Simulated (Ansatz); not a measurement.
**Profile along the Rh–Rh line in BiRh (NiAs type)**

BiRh (NiAs type)

```xyz
4
Lattice="4.1112 0.0000 0.0000 -2.0556 3.5604 0.0000 0.0000 0.0000 5.6365" Properties=species:S:1:pos:R:3 pbc="T T T"
Bi     0.0000     2.3736     1.4091
Bi     2.0556     1.1868     4.2274
Rh     0.0000     0.0000     2.8182
Rh     0.0000     0.0000     0.0000
```

Fields along a shortest Rh–Rh line of a (1 -1 0 0) plane (2.82 Å), from Rh to Rh, interpolated on the slice's grid (step about 0.3 Å). Method: PBEsol (plane waves to 420 eV, PAW, scalar-relativistic; Ansatz, a program for electronic structure). k mesh 13×13×8. These are valence fields of a PAW run, semicore shells included where kept as valence: close to a nucleus they are smooth pseudo fields. BiRh is run without spin polarisation. BiRh was relaxed with its symmetry unable to fall. Spin-orbit coupling is left out, though Bi is heavy.

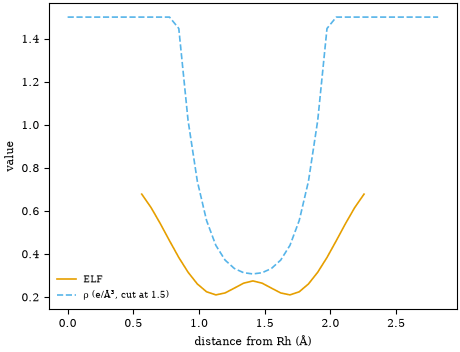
ELF (away from the nuclei) and valence density from Rh to Rh.

Density on the Rh–Rh line (2.82 Å) at its midpoint: 0.31 e/Å³. ELF at that point: 0.27.
